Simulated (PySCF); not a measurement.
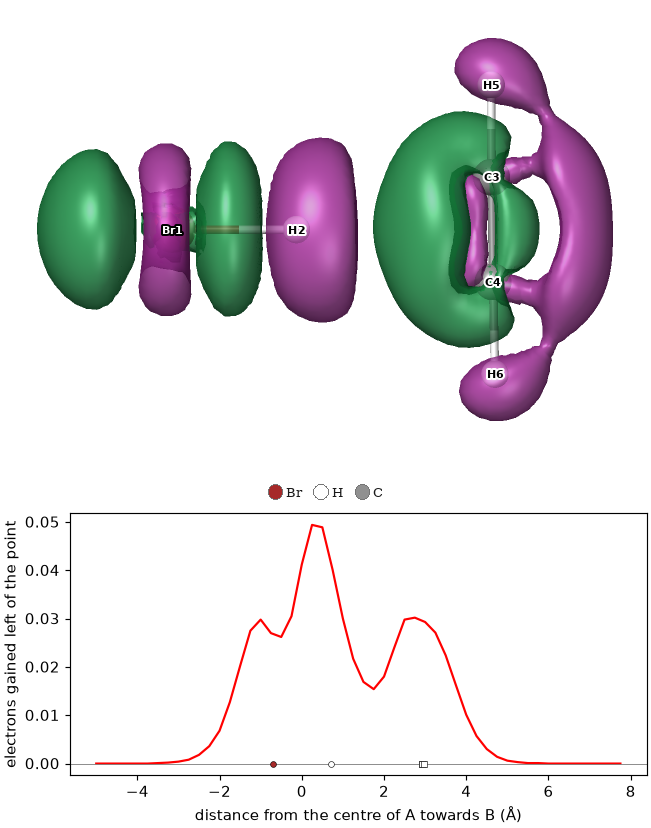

Figure. C2H3Br, SMILES `Br.C#C`. Density of the complex less the densities of the two fragments at the same geometry, ±0.003 e/Å³ (green: gain, purple: loss). Fragment A: HBr (atoms 1–2); fragment B: H2C2. Below: the charge-displacement curve along the line of centres (A on the left).

Level of theory: HF/def2-TZVP (PySCF), at a geometry from GFN2-xTB. GFN2-xTB bond lengths at metals and heavier atoms can be off by up to 0.1 Å and shapes distorted, which carries into these values.

Input

```python
import numpy as np
from pyscf import gto, scf, dft
from pyscf.scf import atom_ks, atom_hf
from scipy.linalg import block_diag
from pyscf.dispersion import dftd3

def solve(mol, dm0=None, hcore=None):
    mf = scf.UHF(mol) if mol.spin else scf.RHF(mol)
    mf = mf.density_fit(auxbasis='def2-universal-jkfit')
    mf.conv_tol, mf.max_cycle = 1e-8, 80
    if hcore is not None:
        mf.get_hcore = lambda *args: hcore
    mf.kernel(dm0)
    if not mf.converged:
        mf = mf.newton().run(mf.mo_coeff, mf.mo_occ, max_cycle=30)
    assert mf.converged, 'SCF not converged'
    return mf

mol = gto.M(atom='''
Br    -1.04986     0.00112     0.00000
H      0.36321    -0.00124     0.00000
C      2.58846    -0.60059     0.00000
C      2.60652     0.59520     0.00000
H      2.58299    -1.65140     0.00000
H      2.62889     1.64575     0.00000
''', basis='def2-tzvp', charge=0, spin=0, verbose=4)
mol_a = gto.M(atom='''
Br    -1.04986     0.00112     0.00000
H      0.36321    -0.00124     0.00000
ghost-C      2.58846    -0.60059     0.00000
ghost-C      2.60652     0.59520     0.00000
ghost-H      2.58299    -1.65140     0.00000
ghost-H      2.62889     1.64575     0.00000
''', basis='def2-tzvp', charge=0, spin=0, verbose=4)
mol_b = gto.M(atom='''
ghost-Br    -1.04986     0.00112     0.00000
ghost-H      0.36321    -0.00124     0.00000
C      2.58846    -0.60059     0.00000
C      2.60652     0.59520     0.00000
H      2.58299    -1.65140     0.00000
H      2.62889     1.64575     0.00000
''', basis='def2-tzvp', charge=0, spin=0, verbose=4)
ab, a, b = solve(mol), solve(mol_a), solve(mol_b)
e_int = ab.e_tot - a.e_tot - b.e_tot
print('counterpoise-corrected interaction energy / kcal/mol', e_int * 627.5095)
def disp(atoms, charge):
    m = gto.M(atom=atoms, charge=charge, basis='sto-3g', spin=None, unit='Bohr', verbose=0)
    return dftd3.DFTD3Dispersion(m, xc='hf', version='d3bj').get_dispersion()['energy']
e_disp = disp(mol._atom, mol.charge) - disp(mol._atom[:2], mol_a.charge) - disp(mol._atom[2:], mol_b.charge)
print('D3(BJ) part / kcal/mol', e_disp * 627.5095)
# spherically averaged free atoms, for the promolecule
atm = scf.atom_hf.get_atm_nrhf(mol)
pro = block_diag(*[(atm[a[0]][2] * atm[a[0]][3]) @ atm[a[0]][2].T for a in mol._atom])
np.savez('result.npz', e_int=e_int, e_disp=e_disp, dm_a=a.make_rdm1(), dm_b=b.make_rdm1(), c=ab.mo_coeff, occ=ab.mo_occ, eps=ab.mo_energy, pro=pro, d=[f.dip_moment(verbose=0) for f in (ab, a, b)])
```

Run with:

```sh
OMP_NUM_THREADS=1 python input.py
```

The run took 3.9 s on 1 thread of Arm Neoverse V1 (shared host), peak memory 0.24 GiB.

Partitions, critical points and surface values were worked out afterwards from this run's density.

> Which way does charge flow?

Hirshfeld charges show 0.022 e passing from B to A. By Hirshfeld charges, electrons gather most on Br1 (−0.041 e) and leave H2 most (+0.019 e); 0.09 e is displaced in all, which induces a dipole of 0.81 D.

> What is the interaction energy, and which contacts carry it?

The counterpoise-corrected interaction energy of the frozen fragments is +0.8 kcal/mol without dispersion correction and −2.5 kcal/mol with D3(BJ). The pair geometry is semi-empirical, not a minimum at this level. Contacts: H2···C3, Br–H···C contact, 2.31 Å, ρ = 0.018 a.u. The pose is a local one from a semi-empirical search, not shown to be the most stable.
